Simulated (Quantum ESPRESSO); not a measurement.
# KCrF3: parallel and opposed starts, part 2 of 2

Does KCrF3 prefer parallel or opposed moments?

Quantum ESPRESSO 7.5; LDA with U = 3.5 eV on Cr d (ortho-atomic projectors); plane waves with GBRV 1.5 LDA potentials, no spin-orbit coupling.

So far, absolute magnetization (μB): step 2 (run 1, typed as ferro ++) 8.09.

## (3) Run 2 (antiferro +−)

Contents of pw.in:

```
&CONTROL
  calculation = 'scf'
  prefix = 'pwscf'
  outdir = './tmp'
  pseudo_dir = './pseudo'
  disk_io = 'nowf'
/
&SYSTEM
  ibrav = 0
  nat = 10
  ntyp = 4
  ecutwfc = 40
  ecutrho = 280
  nbnd = 58
  occupations = 'smearing'
  smearing = 'fd'
  degauss = 0.00367493
  nspin = 2
  starting_magnetization(1) = 0
  starting_magnetization(2) = 0.2143
  starting_magnetization(3) = -0.2143
  starting_magnetization(4) = 0
/
&ELECTRONS
  conv_thr = 2d-08
  electron_maxstep = 150
  mixing_beta = 0.3
/
ATOMIC_SPECIES
K      39.0983 k_lda_v1.4.uspp.F.UPF
Cr1    51.9961 cr_lda_v1.5.uspp.F.UPF
Cr2    51.9961 cr_lda_v1.5.uspp.F.UPF
F      18.9984 f_lda_v1.4.uspp.F.UPF
CELL_PARAMETERS angstrom
   3.9882640563   -4.2877350000    0.0000000000
   3.9882640563    4.2877350000    0.0000000000
  -3.9818678579    0.0000000000    4.2534572266
ATOMIC_POSITIONS crystal
K       0.2516000000    0.7484000000    0.0000000000
K       0.7484000000    0.2516000000    0.0000000000
Cr1     0.0000000000    0.0000000000    0.5000000000
Cr2     0.5000000000    0.5000000000    0.5000000000
F       0.7980000000    0.7980000000    0.0370000000
F       0.2020000000    0.2020000000    0.9630000000
F       0.7305000000    0.2695000000    0.5000000000
F       0.2695000000    0.7305000000    0.5000000000
F       0.2800000000    0.2800000000    0.5580000000
F       0.7200000000    0.7200000000    0.4420000000
K_POINTS automatic
6 6 6 0 0 0
HUBBARD {ortho-atomic}
U Cr1-3d 3.5000
U Cr2-3d 3.5000
```

On the command line:

```bash
$ OMP_NUM_THREADS=1 mpirun -n 4 pw.x -nk 4 -in pw.in > pw.out
```

What it wrote:

```text
[banner, memory and clock lines left out]
Program PWSCF v.7.5 starts

     Message from routine setup:
     using ibrav=0 with symmetry is DISCOURAGED, use correct ibrav instead

     bravais-lattice index     =            0
     lattice parameter (alat)  =      11.0659  a.u.
     unit-cell volume          =     981.7039 (a.u.)^3
     number of atoms/cell      =           10
     number of atomic types    =            4
     number of electrons       =        88.00
     number of Kohn-Sham states=           58
     kinetic-energy cutoff     =      40.0000  Ry
     charge density cutoff     =     280.0000  Ry
     scf convergence threshold =      2.0E-08
     mixing beta               =       0.3000
     number of iterations used =            8  plain     mixing
     Exchange-correlation=  SLA  PZ   NOGX NOGC
                           (   1   1   0   0   0   0   0)
     Hubbard projectors: ortho-atomic
     Hubbard parameters of DFT+U (Dudarev formulation) in eV:
     U(Cr1-3d) =  3.5000
     U(Cr2-3d) =  3.5000

     Internal variables: lda_plus_u =T, lda_plus_u_kind = 0

     Internal variables: orbital_resolved =F, hub_pot_fix =F, apply_U = F

     celldm(1)=  11.065943  celldm(2)=   0.000000  celldm(3)=   0.000000
     celldm(4)=   0.000000  celldm(5)=   0.000000  celldm(6)=   0.000000

     crystal axes: (cart. coord. in units of alat)
               a(1) = (   0.681074  -0.732215   0.000000 )
               a(2) = (   0.681074   0.732215   0.000000 )
               a(3) = (  -0.679982   0.000000   0.726361 )

     reciprocal axes: (cart. coord. in units 2 pi/alat)
               b(1) = (  0.734135 -0.682860  0.687259 )
               b(2) = (  0.734135  0.682860  0.687259 )
               b(3) = ( -0.000000  0.000000  1.376726 )

     PseudoPot. # 1 for K  read from file:
     k_lda_v1.4.uspp.F.UPF
     Pseudo is Ultrasoft + core correction, Zval =  9.0

     PseudoPot. # 2 for Cr read from file:
     cr_lda_v1.5.uspp.F.UPF
     Pseudo is Ultrasoft + core correction, Zval = 14.0

     PseudoPot. # 3 for Cr read from file:
     cr_lda_v1.5.uspp.F.UPF
     Pseudo is Ultrasoft + core correction, Zval = 14.0

     PseudoPot. # 4 for F  read from file:
     f_lda_v1.4.uspp.F.UPF
     Pseudo is Ultrasoft, Zval =  7.0

     atomic species   valence    mass     pseudopotential
     K                 9.00    39.09830     K ( 1.00)
     Cr1              14.00    51.99610     Cr( 1.00)
     Cr2              14.00    51.99610     Cr( 1.00)
     F                 7.00    18.99840     F ( 1.00)

     Starting magnetic structure
     atomic species   magnetization
     K               0.000
     Cr1             0.214
     Cr2            -0.214
     F               0.000

      4 Sym. Ops., with inversion, found

   Cartesian axes

     site n.     atom                  positions (alat units)
         1        K      tau(   1) = (   0.6810740   0.3637642   0.0000000  )
         2        K      tau(   2) = (   0.6810740  -0.3637642   0.0000000  )
         3        Cr1    tau(   3) = (  -0.3399909   0.0000000   0.3631805  )
         4        Cr2    tau(   4) = (   0.3410832   0.0000000   0.3631805  )
         5        F      tau(   5) = (   1.0618348  -0.0000000   0.0268754  )
         6        F      tau(   6) = (  -0.3796685   0.0000000   0.6994856  )
         7        F      tau(   7) = (   0.3410832  -0.3375509   0.3631805  )
         8        F      tau(   8) = (   0.3410832   0.3375509   0.3631805  )
         9        F      tau(   9) = (   0.0019716   0.0000000   0.4053094  )
        10        F      tau(  10) = (   0.6801947   0.0000000   0.3210515  )

     number of k points=    68  Fermi-Dirac smearing, width (Ry)=  0.0037
                       cart. coord. in units 2pi/alat
        k(    1) = (   0.0000000   0.0000000   0.0000000), wk =   0.0046296
        k(    2) = (   0.0000000   0.0000000   0.2294543), wk =   0.0092593
        k(    3) = (   0.0000000   0.0000000   0.4589087), wk =   0.0092593
        k(    4) = (   0.0000000   0.0000000  -0.6883630), wk =   0.0046296
        k(    5) = (   0.1223558   0.1138100   0.1145432), wk =   0.0185185
        [... 63 further k-points ...]

     Dense  grid:    77649 G-vectors     FFT dimensions: (  60,  60,  60)

     Smooth grid:    33571 G-vectors     FFT dimensions: (  45,  45,  45)

     Check: negative core charge=   -0.000004
     Generating pointlists ...
     new r_m :   0.1964 (alat units)  2.1732 (a.u.) for type    1
     new r_m :   0.1397 (alat units)  1.5458 (a.u.) for type    2
     new r_m :   0.1392 (alat units)  1.5408 (a.u.) for type    3
     new r_m :   0.1392 (alat units)  1.5408 (a.u.) for type    4

     Initial potential from superposition of free atoms

     starting charge      84.9944, renormalised to      88.0000

     negative rho (up, down):  1.106E-03 1.106E-03

     STARTING HUBBARD OCCUPATIONS:

     =================== HUBBARD OCCUPATIONS ===================
     ------------------------ ATOM    3 ------------------------
     Tr[ns(  3)] (up, down, total) =   3.40000  0.00000  3.40000
     Atomic magnetic moment for atom   3 =   3.40000
     [... lines left out ...]
     ------------------------ ATOM    4 ------------------------
     Tr[ns(  4)] (up, down, total) =   0.00000  3.40000  3.40000
     Atomic magnetic moment for atom   4 =  -3.40000
     [... lines left out ...]
     Number of occupied Hubbard levels =    6.8000

     Atomic wfc used for Hubbard projectors are orthogonalized

     Starting wfcs are   60 randomized atomic wfcs

     Self-consistent Calculation

     iteration #  1     ecut=    40.00 Ry     beta= 0.30
     Davidson diagonalization with overlap
     ethr =  1.00E-02,  avg # of iterations =  6.8

     =================== HUBBARD OCCUPATIONS ===================
     ------------------------ ATOM    3 ------------------------
     Tr[ns(  3)] (up, down, total) =   4.05792  0.23457  4.29249
     Atomic magnetic moment for atom   3 =   3.82335
     [... lines left out ...]
     ------------------------ ATOM    4 ------------------------
     Tr[ns(  4)] (up, down, total) =   0.24072  4.05950  4.30021
     Atomic magnetic moment for atom   4 =  -3.81878
     [... lines left out ...]
     Number of occupied Hubbard levels =    8.5927

     Threshold (ethr) on eigenvalues was too large:
     Diagonalizing with lowered threshold

     Davidson diagonalization with overlap
     ethr =  4.90E-04,  avg # of iterations =  2.0

     negative rho (up, down):  1.017E-03 1.016E-03

     total energy              =    -756.87370933 Ry
     estimated scf accuracy    <       0.45022139 Ry

     total magnetization       =     0.00 Bohr mag/cell
     absolute magnetization    =     7.87 Bohr mag/cell

     iteration #  2     ecut=    40.00 Ry     beta= 0.30
     Davidson diagonalization with overlap
     ethr =  5.12E-04,  avg # of iterations =  2.1

     negative rho (up, down):  1.254E-03 1.254E-03

     total energy              =    -756.88642200 Ry
     estimated scf accuracy    <       0.13813967 Ry

     total magnetization       =     0.00 Bohr mag/cell
     absolute magnetization    =     7.81 Bohr mag/cell

     [... further iterations left out ...]

     iteration # 11     ecut=    40.00 Ry     beta= 0.30
     Davidson diagonalization with overlap
     ethr =  2.20E-10,  avg # of iterations =  4.0

     negative rho (up, down):  3.872E-03 3.883E-03

     total energy              =    -756.90625120 Ry
     estimated scf accuracy    <       0.00000005 Ry

     total magnetization       =     0.00 Bohr mag/cell
     absolute magnetization    =     7.90 Bohr mag/cell

     iteration # 12     ecut=    40.00 Ry     beta= 0.30
     Davidson diagonalization with overlap
     ethr =  5.48E-11,  avg # of iterations =  2.0

     negative rho (up, down):  3.873E-03 3.884E-03

     Magnetic moment per site  (integrated on atomic sphere of radius R)
     atom   1 (R=0.196)  charge=  7.5454  magn= -0.0000
     atom   2 (R=0.196)  charge=  7.5454  magn= -0.0000
     atom   3 (R=0.140)  charge= 11.0106  magn=  3.0875
     atom   4 (R=0.139)  charge= 10.9993  magn= -3.0790
     atom   5 (R=0.139)  charge=  6.4420  magn= -0.0133
     atom   6 (R=0.139)  charge=  6.4420  magn= -0.0133
     atom   7 (R=0.139)  charge=  6.4415  magn=  0.0119
     atom   8 (R=0.139)  charge=  6.4415  magn=  0.0119
     atom   9 (R=0.139)  charge=  6.4628  magn= -0.0010
     atom  10 (R=0.139)  charge=  6.4628  magn= -0.0010

     End of self-consistent calculation

     =================== HUBBARD OCCUPATIONS ===================
     ------------------------ ATOM    3 ------------------------
     Tr[ns(  3)] (up, down, total) =   4.09122  0.24430  4.33551
     Atomic magnetic moment for atom   3 =   3.84692
     [... lines left out ...]
     ------------------------ ATOM    4 ------------------------
     Tr[ns(  4)] (up, down, total) =   0.24885  4.09105  4.33990
     Atomic magnetic moment for atom   4 =  -3.84221
     [... lines left out ...]
     Number of occupied Hubbard levels =    8.6754

     Number of k-points >= 100: set verbosity='high' to print the bands.

     the Fermi energy is     7.7047 ev

!    total energy              =    -756.90625122 Ry
     estimated scf accuracy    <          5.5E-09 Ry
     smearing contrib. (-TS)   =      -0.00000000 Ry
     internal energy E=F+TS    =    -756.90625122 Ry

     The total energy is F=E-TS. E is the sum of the following terms:
     one-electron contribution =    -420.42409894 Ry
     hartree contribution      =     249.27733263 Ry
     xc contribution           =    -117.64039572 Ry
     ewald contribution        =    -468.22469093 Ry
     Hubbard energy            =       0.10560174 Ry

     total magnetization       =     0.00 Bohr mag/cell
     absolute magnetization    =     7.90 Bohr mag/cell

     convergence has been achieved in  12 iterations
```

Wall time 2.2 min (4 MPI ranks of Intel Xeon 6975P-C (Granite Rapids), shared host); peak memory 1.3 GiB.

Spin moment in the atom's sphere by atom:

```tsv
atom	spin moment in the atom's sphere (μB)
K1	0.00
K2	0.00
Cr3	3.09
Cr4	-3.08
F5	-0.01
F6	-0.01
F7	0.01
F8	0.01
F9	0.00
F10	0.00
```

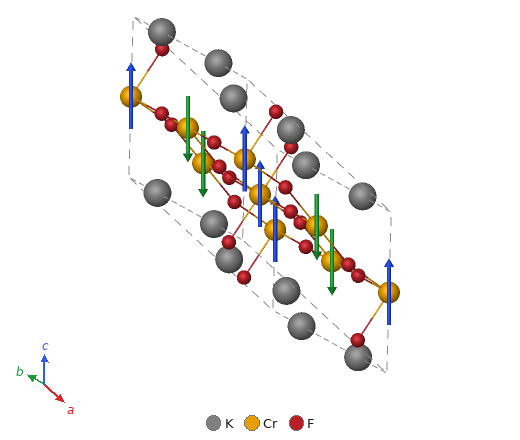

Spin moment in the atom's sphere as arrows, the longest 3.09 μB. Up and down stand for the sign. Arrows give size and sign along the axis of quantisation, drawn up and down the page. The two directions have two colours. Some periodic images of atoms are drawn too.

Read from the output:

* smearing term TS: 3.47e-11 eV
* magnetization: 0 μB
* absolute magnetization: 7.905 μB
* final state: antiferromagnetic

## (4) Ranking

An order is kept where moments of 0.15 μB or more survive with the typed signs; meshes match where a doubled cell samples the same k points as the first cell.

Orders:

```tsv
start	final state	typed order kept	energy over the lowest (meV a seeded atom)	largest site moment (μB)	net moment (μB a cell of the first run)	mesh matched	CPU time (s)
ferro ++	ferromagnetic	yes	0	3.102	8	yes	590.4
antiferro +-	antiferromagnetic	yes	21.99	3.087	0	yes	537.5
```

## (5) Occupations of the corrected shells in the lowest state

Occupations of the Hubbard shells:

```tsv
block	type	shell	spin	electrons	occupation numbers
3	Cr	3d	up	4.107	0.172 0.962 0.989 0.990 0.993
3	Cr	3d	down	0.2309	0.020 0.025 0.034 0.051 0.101
4	Cr	3d	up	4.103	0.171 0.960 0.989 0.990 0.993
4	Cr	3d	down	0.237	0.021 0.025 0.035 0.052 0.103
```

## (6) Summary of results

```json
{
  "lowest state found": "ferromagnetic (from ferro ++)",
  "largest site moment": "3.10 μB",
  "next state with moments": "antiferromagnetic, 22.0 meV a seeded atom higher"
}
```

In words: This is the lowest of 2 collinear or spinless starts, no proof of the ground state.

[Logs and program files are shortened in this print: banners, set-up blocks, solver, clock and traceback lines can be left out without a mark of their own.]

[Logs are printed without paths, hosts, clocks, repeated set-up lines and the standing remarks that a program may print on its own settings, such as how far it seeks lower states.]

[Hosts, paths, dates, database ids (printed as entryN), source tags and the programs' standing remarks are cut or masked in the printed files.]

[Where a cell is said to come from a database of computed structures, the database is the Materials Project.]
